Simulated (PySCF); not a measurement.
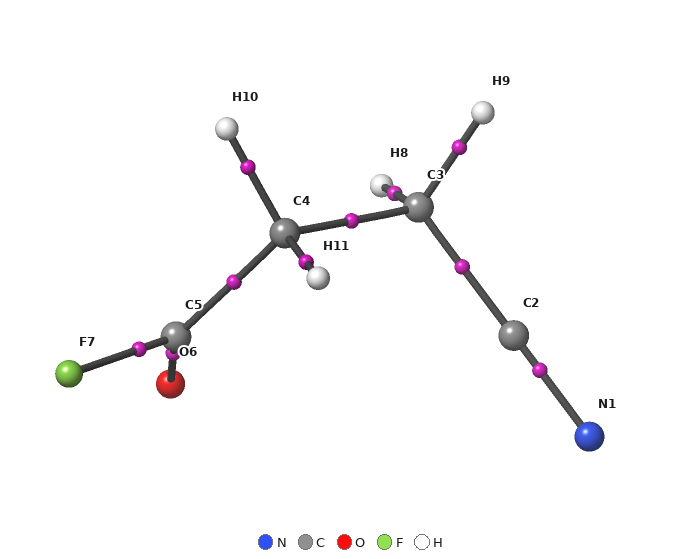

*C4H4FNO, SMILES `N#CCCC(=O)F`. Molecular graph of the electron density (QTAIM): bond paths, bond critical points (magenta), ring points (cyan, if any); weak paths are dashed.*

Computed with PySCF, B3LYP/def2-SVPD, geometry: GFN2-xTB. No frequency check shows the geometry to be a minimum.

### How many critical points of each kind are there, and does the count close?

11 nuclei, 10 bond, 0 ring and 0 cage critical points: 11 − 10 + 0 − 0 = 1, as the Poincaré–Hopf relation requires.

### What does the calculation give at each kind of bond critical point?

| bond | length (Å) | ρ (a.u.) | ∇²ρ (a.u.) | ε | H (a.u.) |
| --- | --- | --- | --- | --- | --- |
| N1–C2 | 1.142 | 0.485 | +0.32 | 0.00 | −0.917 |
| C5–O6 | 1.177 | 0.447 | +0.45 | 0.13 | −0.809 |
| C3–H8 | 1.094 | 0.279 | −1.05 | 0.01 | −0.302 |
| C4–H11 | 1.094 | 0.278 | −1.04 | 0.01 | −0.299 |
| C3–H9 | 1.093 | 0.278 | −1.04 | 0.01 | −0.300 |
| C4–H10 | 1.095 | 0.276 | −1.02 | 0.01 | −0.295 |
| C2–C3 | 1.444 | 0.273 | −0.69 | 0.01 | −0.249 |
| C4–C5 | 1.496 | 0.266 | −0.67 | 0.08 | −0.230 |
| C5–F7 | 1.364 | 0.253 | −0.19 | 0.13 | −0.348 |
| C3–C4 | 1.532 | 0.241 | −0.55 | 0.01 | −0.190 |

### What kind of interaction is C4–H10?

Shared-shell (covalent): ρ = 0.276, ∇²ρ = −1.02, H = −0.295 a.u.

The PySCF run took 28 s on 1 thread of Intel(R) Xeon(R) Processor @ 2.70GHz (shared host), peak memory 0.69 GiB.
